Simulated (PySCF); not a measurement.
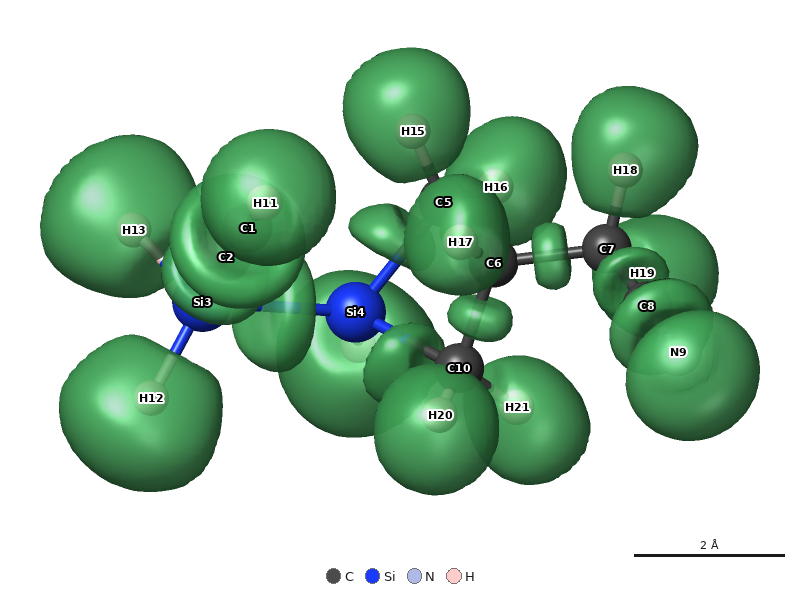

The picture shows: C7H11NSi2. Isosurface of the electron localisation function at 0.8 (green), seen from one side. Core shells and regions of very low density are left out.

Geometry: GFN2-xTB.

Level of theory: PBE0/pcSseg-1, SCF density, gas phase, non-relativistic in PySCF.

```yaml
atoms:
  - { symbol: C, position_ang: [-2.6833, 2.1151, -0.2099] }
  - { symbol: C, position_ang: [-2.7906, 0.9192, -0.1379] }
  - { symbol: Si, position_ang: [-2.8384, -0.9273, -0.0158] }
  - { symbol: Si, position_ang: [-0.6442, -1.6650, 0.0138] }
  - { symbol: C, position_ang: [0.5082, -0.7534, -1.2257] }
  - { symbol: C, position_ang: [0.9516, 0.2076, -0.1096] }
  - { symbol: C, position_ang: [2.4389, 0.5708, -0.1476] }
  - { symbol: C, position_ang: [2.7646, 1.4892, 0.9109] }
  - { symbol: N, position_ang: [2.9984, 2.2219, 1.7573] }
  - { symbol: C, position_ang: [0.5143, -0.6068, 1.1202] }
  - { symbol: H, position_ang: [-2.6072, 3.1631, -0.2724] }
  - { symbol: H, position_ang: [-3.5845, -1.2524, 1.2070] }
  - { symbol: H, position_ang: [-3.6106, -1.4042, -1.1716] }
  - { symbol: H, position_ang: [-0.3862, -3.1135, 0.0889] }
  - { symbol: H, position_ang: [0.0793, -0.2549, -2.0922] }
  - { symbol: H, position_ang: [1.3402, -1.3635, -1.5758] }
  - { symbol: H, position_ang: [0.3625, 1.1275, -0.1640] }
  - { symbol: H, position_ang: [2.6885, 1.0418, -1.1040] }
  - { symbol: H, position_ang: [3.0496, -0.3305, -0.0333] }
  - { symbol: H, position_ang: [0.0909, -0.0026, 1.9194] }
  - { symbol: H, position_ang: [1.3491, -1.1653, 1.5424] }
```

Q: What do the ELF domains correspond to?

A: The ELF exceeds this value in five regions between bonded C–C atoms (shared pairs), one region between bonded C–N atoms (shared pairs), three regions between bonded C–Si atoms (shared pairs), one region between bonded Si–Si atoms (shared pairs), eleven regions around hydrogen nuclei and one lobe on N, pointing away from the bonds (lone pairs). Along the contacts the grid gives the following. C–N (1.14 Å): the ELF peaks at about 0.85 between the atoms; a multiple bond. C–C (1.20 Å): the ELF peaks at about 0.85 between the atoms; a short, multiple covalent bond.
